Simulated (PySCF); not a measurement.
# BNH3O (SMILES N[B]O) at U-r2SCAN/cc-pVTZ

Aim: the vertical ionisation energy of BNH3O at U-r2SCAN/cc-pVTZ, from 2 runs. The job is set up through a Python script.

Program for the calculation: PySCF 2.14.0.

## 1. The molecule

BNH3O has 6 atoms, charge 0, and is taken as a doublet. SMILES: `N[B]O`. The coordinates come from a PBE0-D4/def2-TZVP relaxation. This is one conformer, not always the lowest.

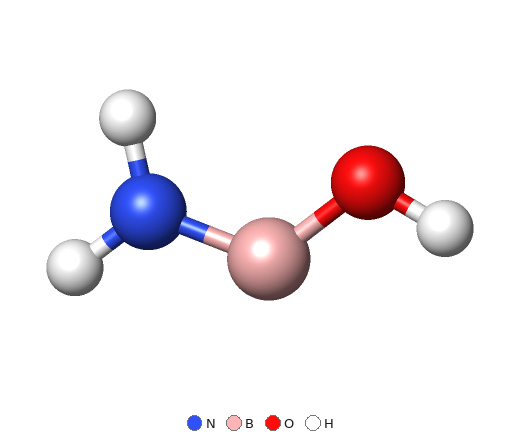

The structure, seen from a chosen angle (nitrogen blue, boron pink, oxygen red, hydrogen white).

## 2. The energy at U-r2SCAN/cc-pVTZ

job.py

```python
from pyscf import gto, dft

system = gto.M(
    atom='''
N   -0.781300   0.184600  -0.560400
B    0.032600  -0.490400   0.341500
O    1.270200  -0.047100   0.684600
H   -1.694900  -0.139800  -0.815500
H   -0.498900   1.042700  -1.012000
H    1.714300  -0.614000   1.315700
''',
    verbose=3,
    spin=1,
    max_memory=1860,
    basis='cc-pvtz',
)

mf = dft.UKS(system)
mf.xc = 'r2scan'
mf.grids.level = 6
mf.conv_tol = 1e-10
mf.kernel()
if not mf.converged:
    mf = mf.newton().run(mf.mo_coeff, mf.mo_occ)

energy = mf.e_tot
print(f'total energy: {energy:.8f} hartree')
```

On the command line:

```sh
$ OMP_NUM_THREADS=1 python job.py
```

Log:

```text
WARN: HOMO -0.169615592099316 >= LUMO -0.169615592099314

converged SCF energy = -156.631812409729  <S^2> = 0.75390628  2S+1 = 2.0039025
total energy: -156.63181241 hartree
```

Run time: 1.8 min. Hardware: 1 thread of AMD EPYC 7R43 (Zen 3), shared host; peak memory 0.86 GiB.

## 3. The singlet cation

input.py

```python
from pyscf import gto, dft

system = gto.Mole()
system.atom = [
    ('N', (-0.781300, 0.184600, -0.560400)),
    ('B', (0.032600, -0.490400, 0.341500)),
    ('O', (1.270200, -0.047100, 0.684600)),
    ('H', (-1.694900, -0.139800, -0.815500)),
    ('H', (-0.498900, 1.042700, -1.012000)),
    ('H', (1.714300, -0.614000, 1.315700)),
]
system.verbose = 4
system.charge = 1
system.basis = 'cc-pvtz'
system.spin = 0
system.max_memory = 1860
system.build()

calc0 = dft.RKS(system, xc='r2scan')
calc0.conv_tol = 1e-10
calc0.grids.level = 6
calc0.kernel()
if not calc0.converged:
    calc0 = calc0.newton().run(calc0.mo_coeff, calc0.mo_occ)

energy = calc0.e_tot
print('Final energy', energy)
```

On the command line:

```sh
$ OMP_NUM_THREADS=1 python input.py
```

Log:

```text
PySCF version 2.14.0

[INPUT] num. atoms = 6
[INPUT] num. electrons = 22
[INPUT] charge = 1
[INPUT] spin (= nelec alpha-beta = 2S) = 0
[INPUT] symmetry False subgroup None
[INPUT] Mole.unit = angstrom
[INPUT] Symbol           X                Y                Z      unit          X                Y                Z       unit  Magmom
[INPUT]  1 N     -0.781300000000   0.184600000000  -0.560400000000 AA   -1.476443021123   0.348843442595  -1.059002520206 Bohr   0.0
[INPUT]  2 B      0.032600000000  -0.490400000000   0.341500000000 AA    0.061605071661  -0.926721691487   0.645341471539 Bohr   0.0
[INPUT]  3 O      1.270200000000  -0.047100000000   0.684600000000 AA    2.400330123423  -0.089006100467   1.293706504877 Bohr   0.0
[INPUT]  4 H     -1.694900000000  -0.139800000000  -0.815500000000 AA   -3.202896808525  -0.264183712214  -1.541071654583 Bohr   0.0
[INPUT]  5 H     -0.498900000000   1.042700000000  -1.012000000000 AA   -0.942784363546   1.970417430084  -1.912402838060 Bohr   0.0
[INPUT]  6 H      1.714300000000  -0.614000000000   1.315700000000 AA    3.239557495342  -1.160291840483   2.486312662090 Bohr   0.0

nuclear repulsion = 61.4384600837431
number of shells = 45
number of NR pGTOs = 174
number of NR cGTOs = 132
basis = cc-pvtz
ecp = {}

******** <class 'pyscf.dft.rks.RKS'> ********
method = RKS
initial guess = minao
damping factor = 0
level_shift factor = 0
DIIS = <class 'pyscf.scf.diis.CDIIS'>
diis_start_cycle = 1
diis_space = 8
diis_damp = 0
SCF conv_tol = 1e-10
SCF conv_tol_grad = None
SCF max_cycles = 50
direct_scf = True
direct_scf_tol = 1e-13
XC library pyscf.dft.libxc version 7.0.0
    S. Lehtola, C. Steigemann, M. J.T. Oliveira, and M. A.L. Marques.,  SoftwareX 7, 1–5 (2018)
XC functionals = r2scan
    J. W. Furness, A. D. Kaplan, J. Ning, J. P. Perdew, and J. Sun.,  J. Phys. Chem. Lett. 11, 8208-8215 (2020)
    J. W. Furness, A. D. Kaplan, J. Ning, J. P. Perdew, and J. Sun.,  J. Phys. Chem. Lett. 11, 9248-9248 (2020)
    J. W. Furness, A. D. Kaplan, J. Ning, J. P. Perdew, and J. Sun.,  J. Phys. Chem. Lett. 11, 8208-8215 (2020)
    J. W. Furness, A. D. Kaplan, J. Ning, J. P. Perdew, and J. Sun.,  J. Phys. Chem. Lett. 11, 9248-9248 (2020)
radial grids:
    Treutler-Ahlrichs [JCP 102, 346 (1995); DOI:10.1063/1.469408] (M4) radial grids

becke partition: Becke, JCP 88, 2547 (1988); DOI:10.1063/1.454033
pruning grids: <function nwchem_prune>
grids dens level: 6
symmetrized grids: False
atomic radii adjust function: <function treutler_atomic_radii_adjust>
small_rho_cutoff = 0
Set gradient conv threshold to 1e-05
Initial guess from minao.
tot grids = 290728
init E= -156.845565201043
  HOMO = -0.343058880197219  LUMO = -0.16961559209931  gap/eV = 4.71963
cycle= 1 E= -156.216668312474  delta_E= 0.629  |g|= 0.765  |ddm|= 1.68
  HOMO = -0.41133685207593  LUMO = -0.388594378120011  gap/eV = 0.61885
cycle= 2 E= -155.36606184997  delta_E= 0.851  |g|= 2.12  |ddm|=  1.2
  HOMO = -0.481270946028587  LUMO = -0.390620395928622  gap/eV = 2.46673
cycle= 3 E= -156.314654144551  delta_E= -0.949  |g|= 0.284  |ddm|= 0.979
  HOMO = -0.525125128709353  LUMO = -0.400595048807325  gap/eV = 3.38864
cycle= 4 E= -156.32867536283  delta_E= -0.014  |g|= 0.165  |ddm|= 0.207
  HOMO = -0.513598909222063  LUMO = -0.409920126681392  gap/eV = 2.82124
cycle= 5 E= -156.334084081032  delta_E= -0.00541  |g|= 0.0317  |ddm|= 0.0781
  HOMO = -0.511480620540759  LUMO = -0.406195713017317  gap/eV = 2.86495
cycle= 6 E= -156.334319888851  delta_E= -0.000236  |g|= 0.0102  |ddm|= 0.0188
  HOMO = -0.511660222183828  LUMO = -0.407009267497887  gap/eV = 2.84770
cycle= 7 E= -156.334342967427  delta_E= -2.31e-05  |g|= 0.00128  |ddm|= 0.0055
  HOMO = -0.511650040386412  LUMO = -0.406859909758266  gap/eV = 2.85148
cycle= 8 E= -156.334343403169  delta_E= -4.36e-07  |g|= 0.00023  |ddm|= 0.000882
  HOMO = -0.511642582791618  LUMO = -0.406855438214054  gap/eV = 2.85140
cycle= 9 E= -156.334343415073  delta_E= -1.19e-08  |g|= 2.75e-05  |ddm|= 0.00013
  HOMO = -0.511638637840072  LUMO = -0.40685583740864  gap/eV = 2.85129
cycle= 10 E= -156.33434341527  delta_E= -1.97e-10  |g|= 7.63e-06  |ddm|= 2.3e-05
  HOMO = -0.511638572077416  LUMO = -0.406855232224288  gap/eV = 2.85130
cycle= 11 E= -156.334343415284  delta_E= -1.46e-11  |g|= 1.1e-06  |ddm|= 4.67e-06
  HOMO = -0.511638836959138  LUMO = -0.406855196394199  gap/eV = 2.85131
Extra cycle  E= -156.334343415284  delta_E= 7.67e-13  |g|= 1.79e-06  |ddm|= 1.25e-06
converged SCF energy = -156.334343415284
Final energy -156.33434341528368
```

It took 55 s on 1 thread of AMD EPYC 7R43 (Zen 3), shared host; peak memory 0.84 GiB.

## 4. Summary of results

Level: U-r2SCAN/cc-pVTZ.

```
                                          quantity          value
                       doublet BNH3O: total energy  -156.63181 Eh
                      doublet BNH3O: dipole moment         0.49 D
 doublet BNH3O: HOMO energy (highest over α and β)       -4.43 eV
  doublet BNH3O: LUMO energy (lowest over α and β)       -1.11 eV
                               doublet BNH3O: ⟨S²⟩          0.754
                      singlet cation: total energy  -156.33434 Eh
                       singlet cation: HOMO energy      -13.92 eV
                       singlet cation: LUMO energy      -11.07 eV
                     singlet cation: HOMO–LUMO gap        2.85 eV
vertical ionisation energy (to the singlet cation)       8.095 eV
```

What this shows: The vertical ionisation energy comes to 8.09 eV (781 kJ/mol). Only the singlet of the ionised species was computed; a triplet could lie lower. Mulliken charges (singlet cation) run from -0.11 on N1 to +0.45 on B2; they depend strongly on the basis.
